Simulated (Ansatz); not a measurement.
Input file:

```
crystal:
  periodic: [false, false, false]
  atoms:
    - { symbol: Si, position_ang: [-1.211038, -0.185229, -1.525848] }
    - { symbol: Cl, position_ang: [0.313211, 0.22552, -0.150757] }
    - { symbol: Cl, position_ang: [-2.410446, -1.739133, -0.798025] }
    - { symbol: Cl, position_ang: [-0.368284, -0.750251, -3.35709] }
    - { symbol: Si, position_ang: [-2.460141, 1.642194, -1.816489] }
    - { symbol: H, position_ang: [-3.051109, 2.037465, -0.529536] }
    - { symbol: H, position_ang: [-3.529935, 1.351865, -2.782398] }
    - { symbol: H, position_ang: [-1.616221, 2.732287, -2.327591] }
    - { symbol: O, position_ang: [-3.358848, -0.764014, -3.463481] }
    - { symbol: C, position_ang: [-4.251652, -1.596508, -3.415449] }
    - { symbol: C, position_ang: [-5.403578, -1.404999, -2.477393] }
    - { symbol: C, position_ang: [-4.193347, -2.807757, -4.294671] }
    - { symbol: H, position_ang: [-5.289625, -0.460617, -1.903357] }
    - { symbol: H, position_ang: [-6.351067, -1.361446, -3.054109] }
    - { symbol: H, position_ang: [-5.449055, -2.254381, -1.764149] }
    - { symbol: H, position_ang: [-3.277947, -2.792319, -4.924087] }
    - { symbol: H, position_ang: [-5.083435, -2.830739, -4.957582] }
    - { symbol: H, position_ang: [-4.181419, -3.723674, -3.667623] }
basis:
  gaussian: { orbitals: def2-SVP }
hamiltonian:
  xc: pbe
relax:
  f_tol: 0.004
  max_steps: 300
output:
  orbitals: {}
```

Launched as:

```sh
ansatz run input.yaml --threads 4 --pin off --max-ram 10240MiB --backend cpu --events-out ev --progress --plain --runs-dir out
```

The fields are those of the relaxed geometry.

At this geometry the atoms fall into two loosely joined parts.

All numbers below come from Ansatz 0.2.0, DFT PBE, Gaussian basis def2-SVP.

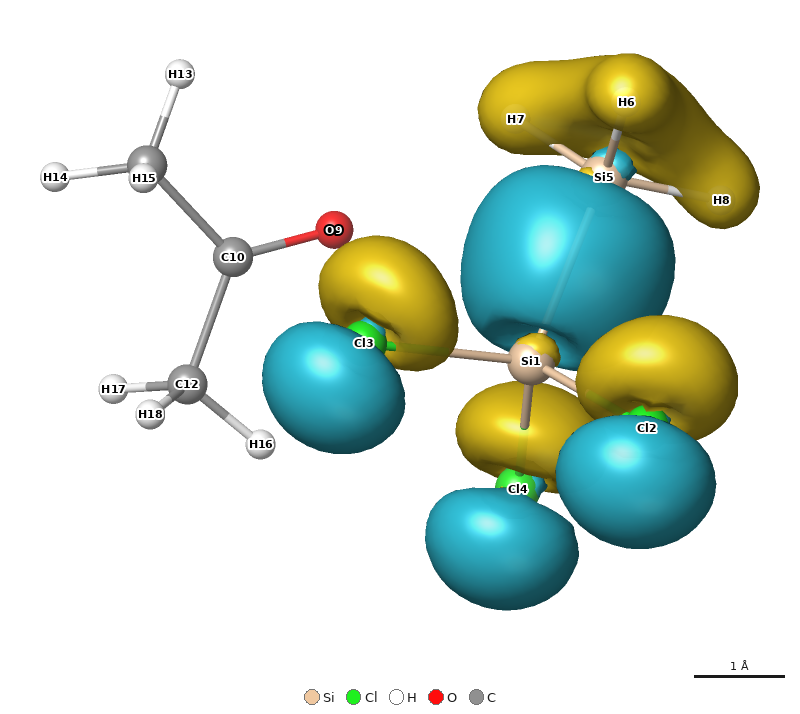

C3H9Cl3OSi2. The HOMO−1 at ±0.1 Å⁻³ᐟ² (yellow and cyan are the two phases), seen at a tilt.

Question: What is the character of this orbital?

Answer: It lies mainly on Si5 (about 25 %), Cl2 (about 20 %), Si1 (about 20 %), Cl4 (about 15 %) and Cl3 (about 15 %). Its energy is −7.16 eV.
